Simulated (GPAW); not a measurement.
# Screening of a field by Si/Ta(100), part 2 of 2

How does Si/Ta(100) screen a perpendicular field?

GPAW 26.7.0; GPAW, PAW setups; slab in vacuum, relaxation (the session's first sound run).

So far, dipole along the normal (e·Å): step 2 (relaxation) -0.0477; step 3 (plane waves, PBE) -0.0477; step 4 (field on) -0.197.

## 5. In a field

Input file run.py:

```python
import json
import numpy as np
from ase import Atoms
from gpaw import GPAW, PW
from gpaw.external import ConstantElectricField

slab = Atoms(
    ['Ta', 'Ta', 'Ta', 'Ta', 'Ta', 'Si'],
    positions=[
        [0.00000, 0.00000, 7.00000],
        [1.65500, 1.65500, 8.65500],
        [0.00000, 0.00000, 10.31000],
        [1.65500, 1.65500, 11.99658],
        [0.00000, 0.00000, 13.57315],
        [1.65500, -0.00000, 15.53742]],
    cell=[[3.31, 0.0, 0.0], [0.0, 3.31, 0.0], [0.0, 0.0, 23.06263]],
    pbc=[True, True, False])

slab.calc = GPAW(mode=PW(400), xc='PBE', kpts={'size': (10, 10, 1), 'gamma': True},
                 occupations={'name': 'fermi-dirac', 'width': 0.1}, nbands='200%',
                 convergence={'density': 1e-05}, maxiter=200,
                 poissonsolver={'dipolelayer': 'xy'},
                 external=ConstantElectricField(-0.1, [0, 0, 1]),
                 symmetry={'tolerance': 1e-3}, txt='slab.txt')
result = {}
energy = slab.get_potential_energy()
fermi = slab.calc.get_fermi_level()
v = slab.calc.get_electrostatic_potential().mean((0, 1)) - fermi
n = slab.calc.get_pseudo_density().mean((0, 1))
L = slab.cell[2, 2]
z = np.arange(len(v)) * L / len(v)
low, high = slab.positions[:, 2].min(), slab.positions[:, 2].max()
below, above = np.interp([low - 4.8, high + 4.8], z, v)
slopes = [np.interp(x, z, np.gradient(v, z)) for x in (low - 4.8, high + 4.8)]
eps = np.array([[slab.calc.get_eigenvalues(k, s) for k in range(len(slab.calc.get_ibz_k_points()))]
                for s in range(slab.calc.get_number_of_spins())]) - fermi
top, bottom = eps[eps < 0].max(), eps[eps > 0].min()
dipole = slab.get_dipole_moment()[2]
print(f'energy {energy:.4f} eV, Fermi level {fermi:.4f} eV, dipole {dipole:.5f} e A')
print(f'potential 4.8 A off the faces, from the Fermi level: lower {below:.4f} eV, upper {above:.4f} eV')
print(f'slope of the potential there: lower {slopes[0]:.5f}, upper {slopes[1]:.5f} eV/A')
print(f'nearest levels on the mesh: {top:.4f} and {bottom:.4f} eV')
print('magnetic moment', round(slab.get_magnetic_moment(), 3))
result.update(energy=energy, fermi=fermi, dipole=dipole, below=below, above=above, slopes=slopes, edges=[top, bottom],
              z=z.tolist(), v=v.tolist(), n=n.tolist(), positions=slab.positions.tolist(),
              forces=slab.get_forces(apply_constraint=False).tolist(), moments=slab.get_magnetic_moments().tolist())
json.dump(result, open('result.json', 'w'))
```

Started as:

```console
$ OMP_NUM_THREADS=1 OPENBLAS_NUM_THREADS=1 python run.py
```

Log:

```text
energy -50.7043 eV, Fermi level 2.4043 eV, dipole -0.12221 e A
potential 4.8 A off the faces, from the Fermi level: lower 3.2796 eV, upper 5.2991 eV
slope of the potential there: lower -0.00295, upper 0.00049 eV/A
nearest levels on the mesh: -0.0008 and 0.0013 eV
magnetic moment 0.0
```

Elapsed: 8.9 min, on 1 thread of Arm Neoverse V1, shared host; peak memory 0.54 GiB.

Numbers from this step:

```
dipole along the normal                                         : -0.1222 e·Å
levels nearest the Fermi level on the mesh                      : -7.65e-4, 0.001318 eV from the Fermi level
potential below the slab, the applied field's own ramp left out : 3.280 eV from the Fermi level
potential above the slab, the applied field's own ramp left out : 5.299 eV from the Fermi level
```

The electrostatic potential energy of an electron (without an applied field's), less the Fermi level, planar mean oscillates, so the rows of the table below give means over windows of 1.71 Å about each position, cut where the curve ends. Its maxima inside the range that stand out by 2 % of the span (Å: eV): 7.8: -7.32, 9.5: -7.12, 11.2: -6.52, 12.8: -7.89, 14.6: -1.11, 22.5: 5.30. Its minima: 7.0: -18.0, 8.6: -17.5, 10.4: -17.2, 12.0: -17.0, 13.6: -17.4, 15.5: -9.86.

The electrostatic potential energy of an electron (without an applied field's), less the Fermi level, planar mean by z; means over each step:

```
z (Å)  electrostatic potential energy of an electron (without an applied field's), less the Fermi level, planar mean (eV)
 0.85                                                                                                                3.39
 2.56                                                                                                                3.28
 4.28                                                                                                                3.07
 5.98                                                                                                               -3.58
 7.70                                                                                                               -12.5
 9.41                                                                                                               -12.2
11.12                                                                                                               -11.6
12.82                                                                                                               -12.8
14.54                                                                                                               -6.00
16.25                                                                                                               -1.62
17.96                                                                                                                5.16
19.66                                                                                                                5.30
21.38                                                                                                                5.30
```

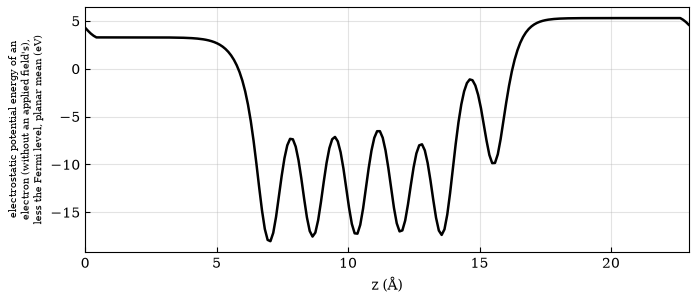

Electrostatic potential energy of an electron (without an applied field's), less the Fermi level, planar mean against z.

Force by atom:

```
atom  x (eV/Å)  y (eV/Å)  z (eV/Å)  size
 Ta1      0.00      0.00      1.32  1.32
 Ta2      0.00      0.00     -1.39  1.39
 Ta3      0.00      0.00      0.08  0.08
 Ta4      0.00      0.00     -0.01  0.01
 Ta5      0.00      0.00     -0.04  0.04
 Si6      0.00      0.00      0.03  0.03
```

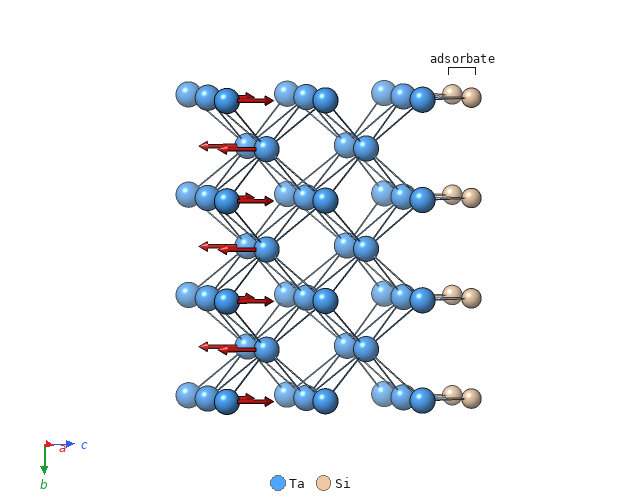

Force as arrows, the longest 1.39 eV/Å. 2×3×1 cells are drawn. Some periodic images of atoms are drawn too.

The dipole is now -0.122 e Å, against -0.048 in the run without a field.

## 6. Field on

run.py, as its differences from that of step 5:

```diff
@@ -22,3 +22,3 @@
                  poissonsolver={'dipolelayer': 'xy'},
-                 external=ConstantElectricField(-0.1, [0, 0, 1]),
+                 external=ConstantElectricField(-0.05, [0, 0, 1]),
                  symmetry={'tolerance': 1e-3}, txt='slab.txt')
```

Log:

```text
energy -50.6992 eV, Fermi level 2.3894 eV, dipole -0.08491 e A
potential 4.8 A off the faces, from the Fermi level: lower 3.6195 eV, upper 5.0230 eV
slope of the potential there: lower -0.00327, upper 0.00044 eV/A
nearest levels on the mesh: -0.0010 and 0.0008 eV
magnetic moment 0.0
```

Wall time 7.7 min (1 thread); peak memory 0.54 GiB.

## 7. In a field

run.py, as its differences from that of step 6:

```diff
@@ -22,3 +22,3 @@
                  poissonsolver={'dipolelayer': 'xy'},
-                 external=ConstantElectricField(-0.05, [0, 0, 1]),
+                 external=ConstantElectricField(0.05, [0, 0, 1]),
                  symmetry={'tolerance': 1e-3}, txt='slab.txt')
```

Log:

```text
energy -50.6947 eV, Fermi level 2.3588 eV, dipole -0.01028 e A
potential 4.8 A off the faces, from the Fermi level: lower 4.3011 eV, upper 4.4725 eV
slope of the potential there: lower -0.00404, upper 0.00037 eV/A
nearest levels on the mesh: -0.0021 and 0.0041 eV
magnetic moment 0.0
```

It took 7.7 min on 1 thread; peak memory 0.55 GiB.

The electrostatic potential energy of an electron (without an applied field's), less the Fermi level, planar mean oscillates, so the rows of the table below give means over windows of 1.71 Å about each position, cut where the curve ends. Its maxima inside the range that stand out by 2 % of the span (Å: eV): 7.8: -6.76, 9.5: -6.82, 11.1: -6.46, 12.8: -8.09, 14.6: -1.58. Its minima: 7.0: -17.4, 8.6: -17.1, 10.4: -17.1, 12.0: -17.1, 13.6: -17.7, 15.5: -10.5.

Electrostatic potential energy of an electron (without an applied field's), less the Fermi level, planar mean against z; means over each step:

```
z (Å)  electrostatic potential energy of an electron (without an applied field's), less the Fermi level, planar mean (eV)
 0.85                                                                                                                4.31
 2.56                                                                                                                4.30
 4.28                                                                                                                4.07
 5.98                                                                                                               -2.74
 7.70                                                                                                               -11.9
 9.41                                                                                                               -11.9
11.12                                                                                                               -11.6
12.82                                                                                                               -13.0
14.54                                                                                                               -6.45
16.25                                                                                                               -2.32
17.96                                                                                                                4.34
19.66                                                                                                                4.47
21.38                                                                                                                4.47
```

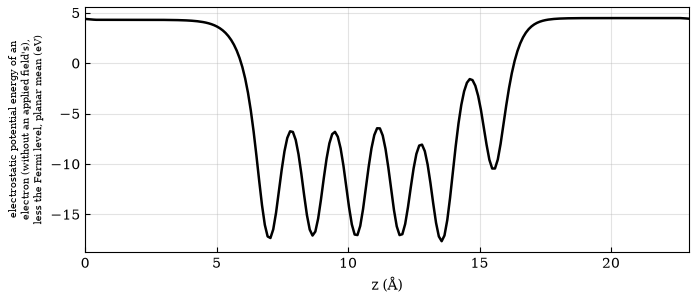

Electrostatic potential energy of an electron (without an applied field's), less the Fermi level, planar mean, plotted against z.

## 8. Field on

run.py, as its differences from that of step 7:

```diff
@@ -22,3 +22,3 @@
                  poissonsolver={'dipolelayer': 'xy'},
-                 external=ConstantElectricField(0.05, [0, 0, 1]),
+                 external=ConstantElectricField(0.1, [0, 0, 1]),
                  symmetry={'tolerance': 1e-3}, txt='slab.txt')
```

Log:

```text
energy -50.6952 eV, Fermi level 2.3430 eV, dipole 0.02707 e A
potential 4.8 A off the faces, from the Fermi level: lower 4.6435 eV, upper 4.1982 eV
slope of the potential there: lower -0.00449, upper 0.00034 eV/A
nearest levels on the mesh: -0.0021 and 0.0058 eV
magnetic moment 0.0
```

It took 6.7 min on 1 thread; peak memory 0.54 GiB.

The dipole is now 0.0271 e Å, against -0.048 in the run without a field.

## 9. Field on

run.py, as its differences from that of step 8:

```diff
@@ -22,3 +22,3 @@
                  poissonsolver={'dipolelayer': 'xy'},
-                 external=ConstantElectricField(0.1, [0, 0, 1]),
+                 external=ConstantElectricField(0.2, [0, 0, 1]),
                  symmetry={'tolerance': 1e-3}, txt='slab.txt')
```

Log:

```text
energy -50.7018 eV, Fermi level 2.3105 eV, dipole 0.10185 e A
potential 4.8 A off the faces, from the Fermi level: lower 5.3309 eV, upper 3.6512 eV
slope of the potential there: lower -0.00558, upper 0.00029 eV/A
nearest levels on the mesh: -0.0001 and 0.0089 eV
magnetic moment 0.0
```

Wall time 7 min (1 thread); peak memory 0.54 GiB.

The electrostatic potential energy of an electron (without an applied field's), less the Fermi level, planar mean oscillates, so the rows of the table below give means over windows of 1.71 Å about each position, cut where the curve ends. Its maxima inside the range that stand out by 2 % of the span (Å: eV): 0.5: 5.33, 7.8: -6.20, 9.5: -6.52, 11.1: -6.40, 12.8: -8.28, 14.6: -2.05. Its minima: 7.0: -16.7, 8.6: -16.7, 10.4: -16.9, 12.0: -17.1, 13.6: -18.0, 15.6: -11.1.

Electrostatic potential energy of an electron (without an applied field's), less the Fermi level, planar mean against z; means over each step:

```
z (Å)  electrostatic potential energy of an electron (without an applied field's), less the Fermi level, planar mean (eV)
 0.85                                                                                                                5.24
 2.56                                                                                                                5.32
 4.28                                                                                                                5.07
 5.98                                                                                                               -1.90
 7.70                                                                                                               -11.4
 9.41                                                                                                               -11.6
11.12                                                                                                               -11.5
12.82                                                                                                               -13.2
14.54                                                                                                               -6.91
16.25                                                                                                               -3.02
17.96                                                                                                                3.53
19.66                                                                                                                3.65
21.38                                                                                                                3.65
```

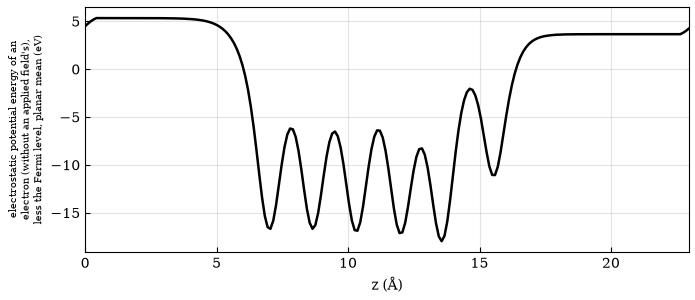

Electrostatic potential energy of an electron (without an applied field's), less the Fermi level, planar mean, plotted against z.

The dipole is now 0.102 e Å, against -0.048 in the run without a field.

## 10. In a field

run.py, as its differences from that of step 9:

```diff
@@ -22,3 +22,3 @@
                  poissonsolver={'dipolelayer': 'xy'},
-                 external=ConstantElectricField(0.2, [0, 0, 1]),
+                 external=ConstantElectricField(0.3, [0, 0, 1]),
                  symmetry={'tolerance': 1e-3}, txt='slab.txt')
```

Log:

```text
energy -50.7160 eV, Fermi level 2.2768 eV, dipole 0.17673 e A
potential 4.8 A off the faces, from the Fermi level: lower 6.0222 eV, upper 3.1064 eV
slope of the potential there: lower -0.00697, upper 0.00026 eV/A
nearest levels on the mesh: -0.0025 and 0.0047 eV
magnetic moment 0.0
```

Run time: 7.4 min. Hardware: 1 thread; peak memory 0.55 GiB.

The dipole is now 0.177 e Å, against -0.048 in the run without a field.

## 11. The series

The members are put on one axis.

This step: induced dipole against applied field (GPAW 26.7.0).

The dipole along the normal by field:

```
field (V/Å)  dipole along the normal (e·Å)
     -0.200                         -0.197
     -0.100                         -0.122
     -0.050                        -0.0849
      0.000                        -0.0477
      0.050                        -0.0103
      0.100                         0.0271
      0.200                          0.102
      0.300                          0.177
```

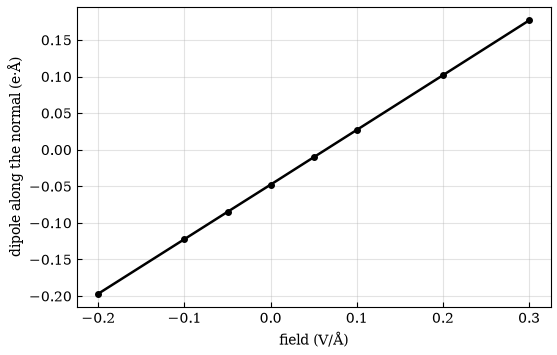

Dipole along the normal against field.

## 12. A changed run

One more run, with changed settings.

This step: GPAW, PAW setups; slab in vacuum (GPAW 26.7.0).

run.py, as its differences from that of step 10:

```diff
@@ -4,3 +4,2 @@
 from gpaw import GPAW, PW
-from gpaw.external import ConstantElectricField
 
@@ -20,5 +19,4 @@
                  occupations={'name': 'fermi-dirac', 'width': 0.1}, nbands='200%',
-                 convergence={'density': 1e-05}, maxiter=200,
+                 convergence={'density': 1e-05}, maxiter=50,
                  poissonsolver={'dipolelayer': 'xy'},
-                 external=ConstantElectricField(0.3, [0, 0, 1]),
                  symmetry={'tolerance': 1e-3}, txt='slab.txt')
@@ -32,4 +30,4 @@
 low, high = slab.positions[:, 2].min(), slab.positions[:, 2].max()
-below, above = np.interp([low - 4.8, high + 4.8], z, v)
-slopes = [np.interp(x, z, np.gradient(v, z)) for x in (low - 4.8, high + 4.8)]
+below, above = np.interp([low - 1.0, high + 1.0], z, v)
+slopes = [np.interp(x, z, np.gradient(v, z)) for x in (low - 1.0, high + 1.0)]
 eps = np.array([[slab.calc.get_eigenvalues(k, s) for k in range(len(slab.calc.get_ibz_k_points()))]
@@ -39,3 +37,3 @@
 print(f'energy {energy:.4f} eV, Fermi level {fermi:.4f} eV, dipole {dipole:.5f} e A')
-print(f'potential 4.8 A off the faces, from the Fermi level: lower {below:.4f} eV, upper {above:.4f} eV')
+print(f'potential 1.0 A off the faces, from the Fermi level: lower {below:.4f} eV, upper {above:.4f} eV')
 print(f'slope of the potential there: lower {slopes[0]:.5f}, upper {slopes[1]:.5f} eV/A')
```

Log:

```text
energy -50.6960 eV, Fermi level 2.3742 eV, dipole -0.04770 e A
potential 1.0 A off the faces, from the Fermi level: lower -0.8935 eV, upper 2.1292 eV
slope of the potential there: lower -9.94623, upper 6.62260 eV/A
nearest levels on the mesh: -0.0020 and 0.0025 eV
magnetic moment 0.0
```

The job ended after 6.5 min (1 thread; peak memory 0.4 GiB).

The run finished. A setting was moved off its sound value on purpose, so it serves as a test and not as the result.

The fault put into the input: the potential probed 1 A off the face (probe = 1.0).

## 13. Summary of results

```json
{
  "work function, upper and lower face": "4.747 and 3.960 eV",
  "dipole along the normal": "-0.0477 e Å",
  "induced dipole per field": "0.747 e Å per V/Å",
  "out-of-plane polarisability per area, α/(ε0 A)": "12.3 Å"
}
```

In words: The field induces 0.747 e Å per V/Å, a polarisable thickness α/(ε0 A) of 12.3 Å beside 8.54 Å between the outermost nuclei. A perfect conductor would give the distance between its two image planes; a dielectric of thickness t gives t(1 - 1/ε). The two faces differ by 0.79 eV, the step that the slab's dipole makes (e p/(ε0 A) gives 0.79 eV), so the dipole layer is needed. The induced dipole is linear in the field over this range. The cell of 11.0 Å² holds one Si, started on one chosen site; other sites and coverages weren't tried. The in-plane lattice was kept as typed, which isn't the functional's own and leaves some strain; spin-orbit coupling and temperature are left out.

[Logs are printed without paths, hosts, clocks, repeated set-up lines and the standing remarks that a program may print on its own settings, such as how far it seeks lower states.]

[Hosts, paths, dates, database ids (printed as entryN), source tags and the programs' standing remarks are cut or masked in the printed files.]
